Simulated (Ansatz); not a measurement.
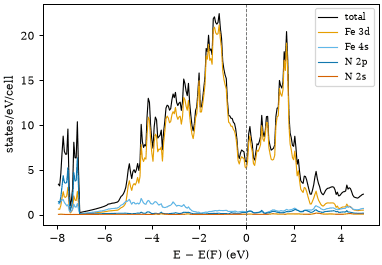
*Total and projected density of states of Fe8N in space group I4/mmm (No. 139; Fe on 4d, Fe on 4e, Fe on 8h, N on 2a), PBEsol (plane waves, PAW; program Ansatz)*

Problem. Which orbitals carry the states next to the Fermi level?

Solution. Within 0.5 eV of the Fermi level: Fe 3d 90 %. Projections are on Löwdin-orthogonalised atomic valence shells; empty p or d shells of many metals are not among them.

Problem. Where is the tallest occupied peak in this window, and what makes it?

Solution. Near -1.1 eV, about 22 states/eV per cell; the largest projected share is Fe 3d.

The first step of the workflow began from a Materials Project structure, measured or hypothetical; the Crystallography Open Database copy checked does not list it. Its standing as an ambient phase is unchecked. Symmetry was held in the PBEsol relaxation; whether a distortion lowers the energy is not shown. Spin order of the final state: ferromagnetic, chosen from 5 collinear starts compared on coarse meshes (ties went to the first, and starts can fall back to one state), not a proven ground state. No Hubbard U is applied.

Potentials: the later of the program's two PAW sets.
